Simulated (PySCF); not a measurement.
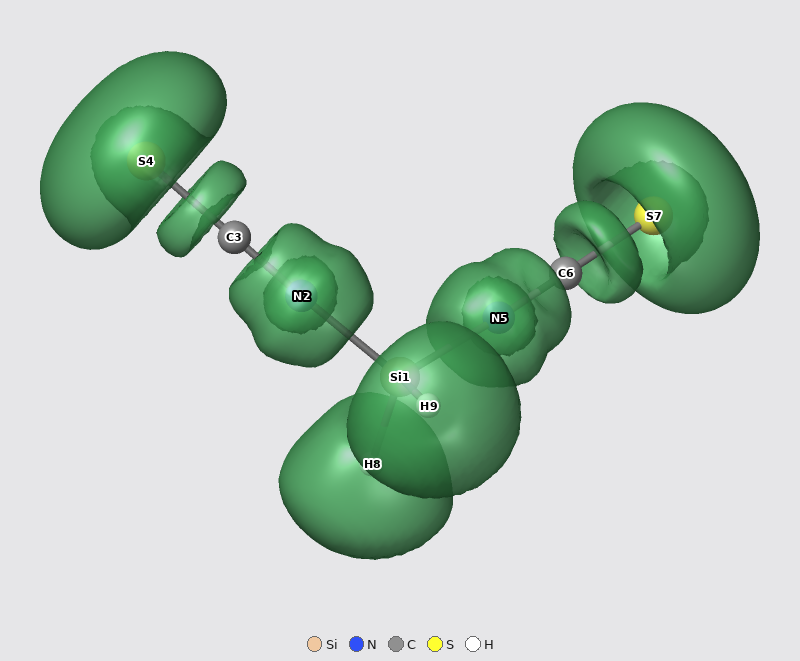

*C2H2N2S2Si (SMILES [H][Si]([H])(N=C=S)N=C=S). Isosurface of the ELF at 0.75 (green), seen at an oblique angle. Only the valence region is drawn (cores and ρ < 0.01 e/Å³ removed).*

Geometry: PBE0-D3(BJ)/def2-SVP.

The calculation used PBE0/pcSseg-1, SCF density, gas phase, non-relativistic (PySCF 2.14.0).

```xyz
9

Si   -0.8303   -0.0039   -0.5767
N    -0.7838   -0.0081    1.1404
C    -0.7117   -0.0123    2.3349
S    -0.6234   -0.0176    3.9025
N     0.7809   -0.0041   -1.1721
C     1.9193   -0.0076   -1.5411
S     3.4104   -0.0118   -2.0331
H    -1.5128    1.2297   -1.0373
H    -1.5157   -1.2337   -1.0432
```

### Where are the electrons localised?

The surface consists of two regions between bonded C–S atoms (shared pairs), two regions around hydrogen nuclei, two regions on N in which the atom's valence shell and bonds are merged and two rings or bowls of non-bonding electrons around S.

Values along the shortest contacts:
C–N (1.20 Å): the ELF peaks at about 0.90 between the atoms: a multiple bond. C–S (1.57 Å): the ELF peaks at about 0.90 between the atoms (localised, covalent bonding).
